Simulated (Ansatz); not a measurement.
```yaml
atoms:
  - { symbol: C, position_ang: [0.7487, 1.8308, -0.3271] }
  - { symbol: B, position_ang: [-0.8587, 1.5663, 1.4412] }
  - { symbol: O, position_ang: [-1.9603, 1.6966, 1.9433] }
  - { symbol: O, position_ang: [0.3841, 1.3915, 0.9386] }
  - { symbol: O, position_ang: [1.8189, 1.7058, -0.8185] }
```

Geometry: BLYP-D3(BJ)/def2-SVP.

The calculation used isolated molecule in a Gaussian basis; Kohn-Sham density functional theory, functional PBE0 in Ansatz.

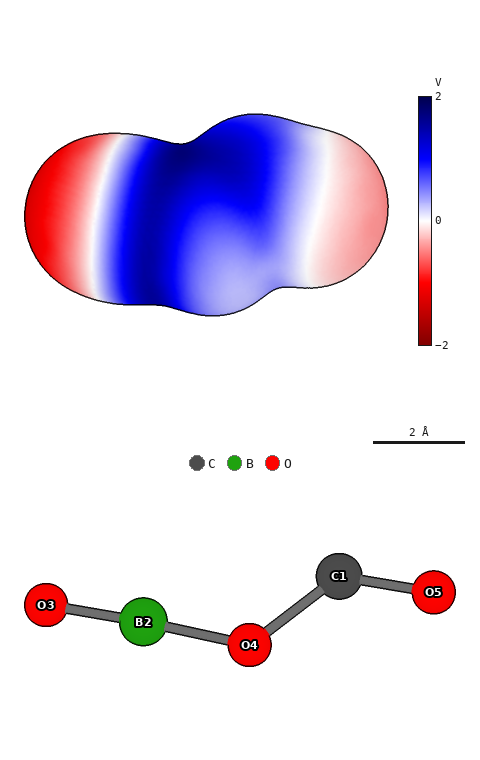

CBO$_{3}$ (SMILES O=BO[C]=O) (doublet). The molecular electrostatic potential painted on the density surface at 0.001 e/bohr³, seen at a tilt; the colour scale runs from red (negative) to blue (positive). The bare structure is drawn below in the same view.

Question: Describe the electrostatic potential map.

Answer: The most negative region (about −1.3 V, or −30 kcal/mol for a unit charge) lies over O3, the most positive (about +1.7 V, or +39 kcal/mol for a unit charge) over B2. O3 is the likeliest acceptor of a hydrogen bond.
